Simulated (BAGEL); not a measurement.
# One shape, several levels: doublet [CF3]2+

We compute a comparison of 4 runs (UHF/STO-3G, ROHF/6-31G*, UHF/6-31G*, ROHF/def2-SVPD) of doublet [CF3]2+. 

The calculation is run with BAGEL 1.2.2.

## 1. The molecule

The species is [CF3]2+ (4 atoms), meant as a doublet with charge +2. As SMILES of the parent species, `F[C+](F)F`. Geometry: relaxed at PBE0-D4/def2-TZVP. That shape belongs to the parent species and isn't relaxed for this state.

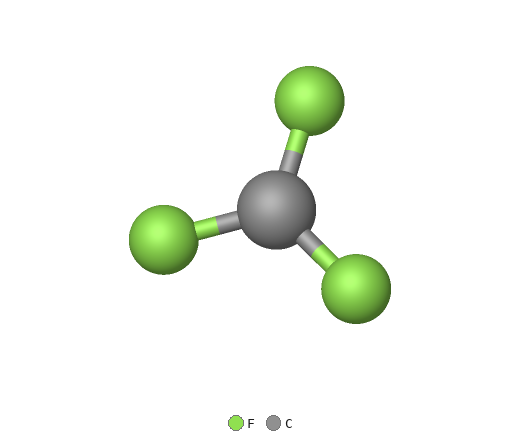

The structure, seen from a chosen angle (fluorine green, carbon grey).

## 2. A single-point energy at UHF/STO-3G (density fitting with qzvpp-jkfit) (run 1)

Input file hf.json:

```json
{ "bagel": [

{
  "title": "molecule",
  "basis": "sto-3g",
  "df_basis": "qzvpp-jkfit",
  "angstrom": true,
  "geometry": [
    { "atom": "F", "xyz": [       0.698600,      -0.114600,       1.005400 ] },
    { "atom": "C", "xyz": [       0.000000,       0.000000,       0.000000 ] },
    { "atom": "F", "xyz": [      -0.609500,      -0.973400,      -0.439400 ] },
    { "atom": "F", "xyz": [      -0.089000,       1.088000,      -0.566000 ] }
  ]
},

{
  "title": "uhf",
  "charge": 2,
  "nopen": 1
},

{
  "title": "print",
  "file": "orbitals.molden",
  "orbitals": true
}

]}
```

Launch:

```sh
$ BAGEL_NUM_THREADS=1 BAGEL hf.json > hf.out
```

The log of the run:

```text
* using 1 threads per process

  ===============================================================
  ===============================================================

  *** Geometry ***

  { "atom" : "F", "xyz" : [      1.320163,     -0.216563,      1.899931 ] },
  { "atom" : "C", "xyz" : [      0.000000,      0.000000,      0.000000 ] },
  { "atom" : "F", "xyz" : [     -1.151788,     -1.839459,     -0.830346 ] },
  { "atom" : "F", "xyz" : [     -0.168186,      2.056022,     -1.069585 ] },

  Number of auxiliary basis functions:      306

  Since a DF basis is specified, we compute 2- and 3-index integrals:
    o Being stored without compression. Storage requirement is 0.001 GB

  Number of basis functions:       20
  Number of electrons      :       33

    * METHOD: MOLECULE                             0.09

  *** Open-shell HF ***

  === Nuclear Repulsion ===
   130.0927920167

      * DIIS with orbital gradients will be used.

  === UHF iteration (sto-3g) ===
      0       -330.14574598          0.06737555           0.01
      1       -330.27776160          0.02233166           0.01
      2       -330.28736319          0.00581877           0.01
      3       -330.28828775          0.00087354           0.01
      4       -330.28835125          0.00021276           0.01
      5       -330.28835681          0.00002130           0.01
      6       -330.28835721          0.00003671           0.01
      7       -330.28835704          0.00003170           0.01
      8       -330.28835682          0.00000349           0.01
      9       -330.28835702          0.00000130           0.01
     10       -330.28835710          0.00000072           0.01
     11       -330.28835713          0.00000043           0.01
     12       -330.28835714          0.00000021           0.01
     13       -330.28835714          0.00000018           0.01
     14       -330.28835714          0.00000019           0.01
     15       -330.28835714          0.00000017           0.01
     16       -330.28835714          0.00000022           0.01
     17       -330.28835714          0.00000023           0.01
     18       -330.28835714          0.00000025           0.01
     19       -330.28835714          0.00000022           0.01
     20       -330.28835714          0.00000004           0.01
     21       -330.28835714          0.00000001           0.01
    * SCF iteration converged.

    * S^2 (UHF) is 0.7634

    * Permanent dipole moment:
           (    0.000071,     0.000002,     0.000017) a.u.

    * METHOD: UHF                                  0.28

    * METHOD: PRINT                                0.00

  ===============================================================
```

Run time: 0.54 s. Hardware: 1 thread of Arm Neoverse N1, shared host; peak memory 0.083 GiB.

## 3. The energy at ROHF/6-31G(d) (density fitting with qzvpp-jkfit, spherical functions) (run 2)

Input file calc.json:

```json
{ "bagel": [

{
  "title": "molecule",
  "basis": "6-31gs.json",
  "df_basis": "qzvpp-jkfit",
  "angstrom": "true",
  "geometry": [
    { "atom": "F", "xyz": [       0.698600,      -0.114600,       1.005400 ] },
    { "atom": "C", "xyz": [       0.000000,       0.000000,       0.000000 ] },
    { "atom": "F", "xyz": [      -0.609500,      -0.973400,      -0.439400 ] },
    { "atom": "F", "xyz": [      -0.089000,       1.088000,      -0.566000 ] }
  ]
},

{ "title": "rohf", "charge": 2, "nopen": 1 },

{ "title": "print", "file": "orbitals.molden", "orbitals": "true" }

]}
```

The basis set 6-31G* is read from a file made from the Basis Set Exchange's data (not shown).

Launch:

```sh
$ BAGEL_NUM_THREADS=1 BAGEL calc.json > calc.out
```

The log of the run:

```text
* using 1 threads per process

  ===============================================================
  ===============================================================

  *** Geometry ***

  { "atom" : "F", "xyz" : [      1.320163,     -0.216563,      1.899931 ] },
  { "atom" : "C", "xyz" : [      0.000000,      0.000000,      0.000000 ] },
  { "atom" : "F", "xyz" : [     -1.151788,     -1.839459,     -0.830346 ] },
  { "atom" : "F", "xyz" : [     -0.168186,      2.056022,     -1.069585 ] },

  Number of auxiliary basis functions:      306

  Since a DF basis is specified, we compute 2- and 3-index integrals:
    o Being stored without compression. Storage requirement is 0.008 GB

  Number of basis functions:       56
  Number of electrons      :       33

    * METHOD: MOLECULE                             0.12

  *** Open-shell HF ***

  === Nuclear Repulsion ===
   130.0927920167

      * DIIS with orbital gradients will be used.

  === ROHF iteration (6-31gs.json) ===
      0       -334.60649707          0.07168174           0.04
      1       -334.76680226          0.03562140           0.04
      2       -334.79477718          0.02082294           0.04
      3       -334.81216298          0.00093129           0.04
      4       -334.81187981          0.00031071           0.04
      5       -334.81190728          0.00006277           0.04
      6       -334.81191015          0.00001180           0.04
      7       -334.81191116          0.00000686           0.04
      8       -334.81191106          0.00001291           0.05
      9       -334.81191101          0.00001174           0.04
     10       -334.81191093          0.00000610           0.04
     11       -334.81191101          0.00000239           0.04
     12       -334.81191097          0.00000070           0.04
     13       -334.81191096          0.00000046           0.04
     14       -334.81191095          0.00000016           0.04
     15       -334.81191095          0.00000009           0.04
     16       -334.81191095          0.00000010           0.04
     17       -334.81191095          0.00000010           0.04
     18       -334.81191095          0.00000011           0.04
     19       -334.81191095          0.00000011           0.04
     20       -334.81191095          0.00000007           0.04
     21       -334.81191095          0.00000005           0.04
     22       -334.81191095          0.00000002           0.04
     23       -334.81191095          0.00000002           0.04
     24       -334.81191095          0.00000002           0.04
     25       -334.81191095          0.00000002           0.04
     26       -334.81191095          0.00000001           0.04
     27       -334.81191095          0.00000002           0.04
     28       -334.81191095          0.00000001           0.04
     29       -334.81191095          0.00000001           0.04
     30       -334.81191095          0.00000001           0.04
    * SCF iteration converged.

    * S^2 (ROHF) is 0.7500

    * Permanent dipole moment:
           (    0.000095,    -0.000001,     0.000036) a.u.

    * METHOD: ROHF                                 1.43

    * METHOD: PRINT                                0.01

  ===============================================================
```

It took 1.7 s on 1 thread of Arm Neoverse N1, shared host; peak memory 0.083 GiB.

Run 3 isn't shown in full; the table further down has it.

## 4. The energy at ROHF/def2-SVPD (density fitting with qzvpp-jkfit) (run 4)

Input file input.json:

```json
{ "bagel": [

{
  "title": "molecule",
  "basis": "def2-svpd.json",
  "df_basis": "qzvpp-jkfit",
  "angstrom": true,
  "geometry": [
    { "atom": "F", "xyz": [    0.698600,   -0.114600,    1.005400 ] },
    { "atom": "C", "xyz": [    0.000000,    0.000000,    0.000000 ] },
    { "atom": "F", "xyz": [   -0.609500,   -0.973400,   -0.439400 ] },
    { "atom": "F", "xyz": [   -0.089000,    1.088000,   -0.566000 ] }
  ]
},
{
  "title": "rohf",
  "charge": 2,
  "nopen": 1
},
{
  "title": "print",
  "file": "orbitals.molden",
  "orbitals": true
}

]}
```

The basis set def2-SVPD is read from a file made from the Basis Set Exchange's data (not shown).

Launch:

```sh
$ BAGEL_NUM_THREADS=1 BAGEL input.json > input.out
```

The log of the run:

```text
* using 1 threads per process

  ===============================================================
  ===============================================================

  *** Geometry ***

  { "atom" : "F", "xyz" : [      1.320163,     -0.216563,      1.899931 ] },
  { "atom" : "C", "xyz" : [      0.000000,      0.000000,      0.000000 ] },
  { "atom" : "F", "xyz" : [     -1.151788,     -1.839459,     -0.830346 ] },
  { "atom" : "F", "xyz" : [     -0.168186,      2.056022,     -1.069585 ] },

  Number of auxiliary basis functions:      306

  Since a DF basis is specified, we compute 2- and 3-index integrals:
    o Being stored without compression. Storage requirement is 0.019 GB

  Number of basis functions:       89
  Number of electrons      :       33

    * METHOD: MOLECULE                             0.15

  *** Open-shell HF ***

  === Nuclear Repulsion ===
   130.0927920167

      * DIIS with orbital gradients will be used.

  === ROHF iteration (def2-svpd.json) ===
      0       -334.30525727          0.05353907           0.08
      1       -334.48673036          0.03083102           0.08
      2       -334.52975047          0.01802830           0.08
      3       -334.55657294          0.00082171           0.08
      4       -334.55621508          0.00020219           0.08
      5       -334.55625093          0.00005750           0.08
      6       -334.55625371          0.00000907           0.08
      7       -334.55625487          0.00000347           0.08
      8       -334.55625474          0.00000676           0.08
      9       -334.55625472          0.00000666           0.08
     10       -334.55625471          0.00000624           0.08
     11       -334.55625475          0.00000656           0.08
     12       -334.55625472          0.00000621           0.08
     13       -334.55625473          0.00000545           0.08
     14       -334.55625473          0.00000562           0.09
     15       -334.55625472          0.00000539           0.08
     16       -334.55625471          0.00000534           0.08
     17       -334.55625472          0.00000550           0.08
     18       -334.55625470          0.00000451           0.09
     19       -334.55625473          0.00000534           0.08
     20       -334.55625470          0.00000454           0.08
     21       -334.55625472          0.00000360           0.08
     22       -334.55625465          0.00000266           0.08
     23       -334.55625470          0.00000163           0.08
     24       -334.55625468          0.00000097           0.08
     25       -334.55625469          0.00000063           0.08
     26       -334.55625469          0.00000051           0.08
     27       -334.55625469          0.00000014           0.08
     28       -334.55625468          0.00000019           0.08
     29       -334.55625469          0.00000004           0.08
     30       -334.55625469          0.00000002           0.09
     31       -334.55625469          0.00000001           0.08
     32       -334.55625469          0.00000001           0.08
    * SCF iteration converged.

    * S^2 (ROHF) is 0.7500

    * Permanent dipole moment:
           (    0.000093,    -0.000004,     0.000034) a.u.

    * METHOD: ROHF                                 2.83

    * METHOD: PRINT                                0.03

  ===============================================================
```

It took 3.3 s on 1 thread of Arm Neoverse N1, shared host; peak memory 0.083 GiB.

## 5. Overview of the runs

```csv
run,level,energy (Eh),⟨S²⟩,wall time
1,UHF/STO-3G (density fitting with qzvpp-jkfit),-330.288357,0.763,0.54 s
2,"ROHF/6-31G* (density fitting with qzvpp-jkfit, spherical functions)",-334.811911,0.750,1.7 s
3,"UHF/6-31G* (density fitting with qzvpp-jkfit, spherical functions)",-334.826866,0.784,1.4 s
4,ROHF/def2-SVPD (density fitting with qzvpp-jkfit),-334.556255,0.750,3.3 s
```

## 6. Summary of results

| quantity | value |
| --- | --- |
| run 4: total energy | -334.55625 Eh |
| run 4: ⟨S²⟩ | 0.750 |

In run 1 the basis is minimal, so the values are rough. All runs together took 7 s, the longest 3.3 s.
